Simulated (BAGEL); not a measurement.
# C5H12Si (vinyltrimethylsilane), step by step

We compute a single-point energy (HF/cc-pVDZ), then the energy (NEVPT2(2,2)/cc-pVDZ) of C5H12Si (vinyltrimethylsilane). 

Program for the calculation: BAGEL 1.2.2.

**1. Starting point**

C5H12Si: 18 atoms, total charge 0, spin state singlet. As SMILES, `C=C[Si](C)(C)C`. The C5–H14 distance was set to 1.750 Å, away from the relaxed value. At this shape a bond of the SMILES string is far longer than usual.

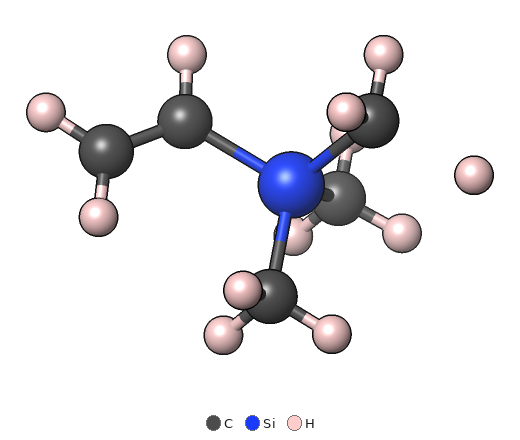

Viewed from a chosen angle; carbon dark grey, silicon blue, hydrogen pink.

**2. The energy at HF/cc-pVDZ (density fitting with svp-jkfit) (run 1)**

The input, job.json:

```json
{ "bagel": [

{
  "title": "molecule",
  "basis": "cc-pvdz.json",
  "df_basis": "svp-jkfit",
  "geometry": [
    { "atom": "C", "xyz": [ -5.88495297, -1.14429531,  0.69760941 ] },
    { "atom": "C", "xyz": [ -4.25323116, -0.00609437, -0.83939934 ] },
    { "atom": "Si", "xyz": [ -0.75721893,  0.10073185, -0.34618082 ] },
    { "atom": "C", "xyz": [  0.08136594, -1.62885888,  2.62545131 ] },
    { "atom": "C", "xyz": [  0.26570872,  3.48591164, -0.11266736 ] },
    { "atom": "C", "xyz": [  0.83982642, -1.41188053, -3.12502308 ] },
    { "atom": "H", "xyz": [ -7.90765912, -1.16220991,  0.34024330 ] },
    { "atom": "H", "xyz": [ -5.27033845, -2.11884597,  2.39770151 ] },
    { "atom": "H", "xyz": [ -5.02611024,  0.92967911, -2.50661021 ] },
    { "atom": "H", "xyz": [ -0.81668861, -0.77470267,  4.27777114 ] },
    { "atom": "H", "xyz": [  2.12468900, -1.58282515,  2.92913030 ] },
    { "atom": "H", "xyz": [ -0.49373441, -3.61063357,  2.53568932 ] },
    { "atom": "H", "xyz": [ -0.62134762,  4.41937966,  1.50189574 ] },
    { "atom": "H", "xyz": [  3.54469157,  3.71108196,  0.24989738 ] },
    { "atom": "H", "xyz": [ -0.25269985,  4.53848909, -1.81336418 ] },
    { "atom": "H", "xyz": [  0.29639787, -3.39631973, -3.30335654 ] },
    { "atom": "H", "xyz": [  0.33094207, -0.45751214, -4.88547305 ] },
    { "atom": "H", "xyz": [  2.89590513, -1.32657829, -2.93478436 ] }
  ]
},
{ "title": "hf" },
{ "title": "print", "file": "orbitals.molden", "orbitals": true }

]}
```

The basis set cc-pVDZ is read from a file made from the Basis Set Exchange's data (not shown).

Run with:

```
$ BAGEL_NUM_THREADS=1 BAGEL job.json > job.out
```

What it wrote:

```text
* using 1 threads per process

  ===============================================================
  ===============================================================

  *** Geometry ***

  { "atom" : "C", "xyz" : [     -5.884953,     -1.144295,      0.697609 ] },
  { "atom" : "C", "xyz" : [     -4.253231,     -0.006094,     -0.839399 ] },
  { "atom" : "Si", "xyz" : [     -0.757219,      0.100732,     -0.346181 ] },
  { "atom" : "C", "xyz" : [      0.081366,     -1.628859,      2.625451 ] },
  { "atom" : "C", "xyz" : [      0.265709,      3.485912,     -0.112667 ] },
  { "atom" : "C", "xyz" : [      0.839826,     -1.411881,     -3.125023 ] },
  { "atom" : "H", "xyz" : [     -7.907659,     -1.162210,      0.340243 ] },
  { "atom" : "H", "xyz" : [     -5.270338,     -2.118846,      2.397702 ] },
  { "atom" : "H", "xyz" : [     -5.026110,      0.929679,     -2.506610 ] },
  { "atom" : "H", "xyz" : [     -0.816689,     -0.774703,      4.277771 ] },
  { "atom" : "H", "xyz" : [      2.124689,     -1.582825,      2.929130 ] },
  { "atom" : "H", "xyz" : [     -0.493734,     -3.610634,      2.535689 ] },
  { "atom" : "H", "xyz" : [     -0.621348,      4.419380,      1.501896 ] },
  { "atom" : "H", "xyz" : [      3.544692,      3.711082,      0.249897 ] },
  { "atom" : "H", "xyz" : [     -0.252700,      4.538489,     -1.813364 ] },
  { "atom" : "H", "xyz" : [      0.296398,     -3.396320,     -3.303357 ] },
  { "atom" : "H", "xyz" : [      0.330942,     -0.457512,     -4.885473 ] },
  { "atom" : "H", "xyz" : [      2.895905,     -1.326578,     -2.934784 ] },

  Number of auxiliary basis functions:      719

  Since a DF basis is specified, we compute 2- and 3-index integrals:
    o Being stored without compression. Storage requirement is 0.126 GB

  Number of basis functions:      148
  Number of electrons      :       56

    * METHOD: MOLECULE                             0.88

  *** RHF ***

  === Nuclear Repulsion ===
   297.7301551795

      * DIIS with orbital gradients will be used.

  === RHF iteration (cc-pvdz.json) ===
      0       -484.84879668          0.01266117           0.30
      1       -485.12104472          0.00583002           0.30
      2       -485.17464194          0.00133455           0.30
      3       -485.17834006          0.00042238           0.29
      4       -485.17863867          0.00006988           0.30
      5       -485.17865654          0.00002241           0.29
      6       -485.17865810          0.00001037           0.30
      7       -485.17865844          0.00000272           0.30
      8       -485.17865847          0.00000102           0.30
      9       -485.17865847          0.00000031           0.30
     10       -485.17865847          0.00000015           0.30
     11       -485.17865847          0.00000007           0.30
     12       -485.17865847          0.00000002           0.30
     13       -485.17865847          0.00000001           0.30
    * SCF iteration converged.

    * Permanent dipole moment:
           (    0.413784,     0.115921,     0.005778) a.u.

    * METHOD: HF                                   4.79

    * METHOD: PRINT                                0.05

  ===============================================================
```

Run time: 6 s. Hardware: 1 thread of Arm Neoverse V1, shared host; peak memory 0.35 GiB.

**3. The energy at NEVPT2(2,2)/cc-pVDZ (density fitting with svp-jkfit) (run 2)**

The input, nevpt2.json:

```json
{ "bagel": [

{
  "title": "molecule",
  "basis": "cc-pvdz.json",
  "df_basis": "svp-jkfit",
  "geometry": [
    { "atom": "C", "xyz": [ -5.88495297, -1.14429531,  0.69760941 ] },
    { "atom": "C", "xyz": [ -4.25323116, -0.00609437, -0.83939934 ] },
    { "atom": "Si", "xyz": [ -0.75721893,  0.10073185, -0.34618082 ] },
    { "atom": "C", "xyz": [  0.08136594, -1.62885888,  2.62545131 ] },
    { "atom": "C", "xyz": [  0.26570872,  3.48591164, -0.11266736 ] },
    { "atom": "C", "xyz": [  0.83982642, -1.41188053, -3.12502308 ] },
    { "atom": "H", "xyz": [ -7.90765912, -1.16220991,  0.34024330 ] },
    { "atom": "H", "xyz": [ -5.27033845, -2.11884597,  2.39770151 ] },
    { "atom": "H", "xyz": [ -5.02611024,  0.92967911, -2.50661021 ] },
    { "atom": "H", "xyz": [ -0.81668861, -0.77470267,  4.27777114 ] },
    { "atom": "H", "xyz": [  2.12468900, -1.58282515,  2.92913030 ] },
    { "atom": "H", "xyz": [ -0.49373441, -3.61063357,  2.53568932 ] },
    { "atom": "H", "xyz": [ -0.62134762,  4.41937966,  1.50189574 ] },
    { "atom": "H", "xyz": [  3.54469157,  3.71108196,  0.24989738 ] },
    { "atom": "H", "xyz": [ -0.25269985,  4.53848909, -1.81336418 ] },
    { "atom": "H", "xyz": [  0.29639787, -3.39631973, -3.30335654 ] },
    { "atom": "H", "xyz": [  0.33094207, -0.45751214, -4.88547305 ] },
    { "atom": "H", "xyz": [  2.89590513, -1.32657829, -2.93478436 ] }
  ]
},
{ "title": "hf" },
{ "title": "casscf", "nstate": 1, "nact": 2, "nclosed": 27, "active": [27, 29], "maxiter": 200, "natocc": true },
{ "title": "nevpt2", "nstate": 1, "nact": 2, "nclosed": 27, "active": [27, 29], "maxiter": 200, "natocc": true, "ncore": 10 },
{ "title": "print", "file": "orbitals.molden", "orbitals": true }

]}
```

The basis set cc-pVDZ is read from a file made from the Basis Set Exchange's data (not shown).

Run with:

```
$ BAGEL_NUM_THREADS=1 BAGEL nevpt2.json > nevpt2.out
```

What it wrote:

```text
* using 1 threads per process

  ===============================================================
  ===============================================================

  *** Geometry ***

  { "atom" : "C", "xyz" : [     -5.884953,     -1.144295,      0.697609 ] },
  { "atom" : "C", "xyz" : [     -4.253231,     -0.006094,     -0.839399 ] },
  { "atom" : "Si", "xyz" : [     -0.757219,      0.100732,     -0.346181 ] },
  { "atom" : "C", "xyz" : [      0.081366,     -1.628859,      2.625451 ] },
  { "atom" : "C", "xyz" : [      0.265709,      3.485912,     -0.112667 ] },
  { "atom" : "C", "xyz" : [      0.839826,     -1.411881,     -3.125023 ] },
  { "atom" : "H", "xyz" : [     -7.907659,     -1.162210,      0.340243 ] },
  { "atom" : "H", "xyz" : [     -5.270338,     -2.118846,      2.397702 ] },
  { "atom" : "H", "xyz" : [     -5.026110,      0.929679,     -2.506610 ] },
  { "atom" : "H", "xyz" : [     -0.816689,     -0.774703,      4.277771 ] },
  { "atom" : "H", "xyz" : [      2.124689,     -1.582825,      2.929130 ] },
  { "atom" : "H", "xyz" : [     -0.493734,     -3.610634,      2.535689 ] },
  { "atom" : "H", "xyz" : [     -0.621348,      4.419380,      1.501896 ] },
  { "atom" : "H", "xyz" : [      3.544692,      3.711082,      0.249897 ] },
  { "atom" : "H", "xyz" : [     -0.252700,      4.538489,     -1.813364 ] },
  { "atom" : "H", "xyz" : [      0.296398,     -3.396320,     -3.303357 ] },
  { "atom" : "H", "xyz" : [      0.330942,     -0.457512,     -4.885473 ] },
  { "atom" : "H", "xyz" : [      2.895905,     -1.326578,     -2.934784 ] },

  Number of auxiliary basis functions:      719

  Since a DF basis is specified, we compute 2- and 3-index integrals:
    o Being stored without compression. Storage requirement is 0.126 GB

  Number of basis functions:      148
  Number of electrons      :       56

    * METHOD: MOLECULE                             0.88

  *** RHF ***

  === Nuclear Repulsion ===
   297.7301551795

      * DIIS with orbital gradients will be used.

  === RHF iteration (cc-pvdz.json) ===
      0       -484.84879668          0.01266117           0.30
      1       -485.12104472          0.00583002           0.30
      2       -485.17464194          0.00133455           0.30
      3       -485.17834006          0.00042238           0.30
      4       -485.17863867          0.00006988           0.29
      5       -485.17865654          0.00002241           0.30
      6       -485.17865810          0.00001037           0.30
      7       -485.17865844          0.00000272           0.30
      8       -485.17865847          0.00000102           0.30
      9       -485.17865847          0.00000031           0.30
     10       -485.17865847          0.00000015           0.30
     11       -485.17865847          0.00000007           0.30
     12       -485.17865847          0.00000002           0.30
     13       -485.17865847          0.00000001           0.31
    * SCF iteration converged.

    * Permanent dipole moment:
           (    0.413784,     0.115921,     0.005778) a.u.

    * METHOD: HF                                   4.81

  ---------------------------
      CASSCF calculation
  ---------------------------

    ==== Active orbitals : =====
         Orbital 27
         Orbital 29
    ============================

    * nstate   :      1
    * nclosed  :     27
    * nact     :      2
    * nvirt    :    119
  === CASSCF iteration (cc-pvdz.json) ===

    * Using the second-order algorithm

      0  0      -485.18302351     4.56e-04      0.07

      1  0      -485.21430351     1.41e-03      1.56

      2  0      -485.21664223     2.59e-04      1.65

      3  0      -485.21670852     6.66e-05      1.70

      4  0      -485.21671178     1.76e-05      1.65

      5  0      -485.21671199     4.68e-06      1.72

      6  0      -485.21671200     1.24e-06      1.75

      7  0      -485.21671200     3.29e-07      1.69

      8  0      -485.21671200     8.72e-08      1.54

      9  0      -485.21671200     2.31e-08      1.53

     10  0      -485.21671200     6.10e-09      1.38

    * Second-order optimization converged. *

     guess   0:   closed 1.                   open ..

  === FCI iteration ===

      0  0      -485.17671447     8.13e-02      0.00
      1  0      -485.21665655     2.62e-03      0.00
      2  0 *    -485.21671200     1.16e-16      0.00

     * ci vector, state   0, <S^2> = 0.0000
       2.     0.9710483461
       .2    -0.2388830458

    * METHOD: CASSCF                              16.95

    * freezing 10 orbitals

  === DF-NEVPT2 calculation ===

    * 3-index integral transformation done
    * assembly done

      NEVPT2 correlation energy:   -0.7831637464      1.15

          (+0)     -0.7300226509
          (+0)'    -0.0144262426
          (+1)     -0.0069479543
          (+1)'    -0.0000000000
          (+2)     -0.0004019293
          (-1)     -0.0263974165
          (-1)'     0.0000000000
          (-2)     -0.0049675527

      NEVPT2 total energy:       -485.9998757471

    * METHOD: NEVPT2                               1.72

    * METHOD: PRINT                                0.05

  ===============================================================
```

Wall time 25 s (1 thread of Arm Neoverse V1, shared host); peak memory 0.35 GiB.

**4. Outcome**

```
                                quantity          value
         run 1, HF/cc-pVDZ: total energy  -485.17866 Eh
        run 1, HF/cc-pVDZ: dipole moment         1.09 D
          run 1, HF/cc-pVDZ: HOMO energy      -10.04 eV
          run 1, HF/cc-pVDZ: LUMO energy        2.80 eV
        run 1, HF/cc-pVDZ: HOMO–LUMO gap       12.83 eV
run 2, NEVPT2(2,2)/cc-pVDZ: total energy  -485.99988 Eh
```
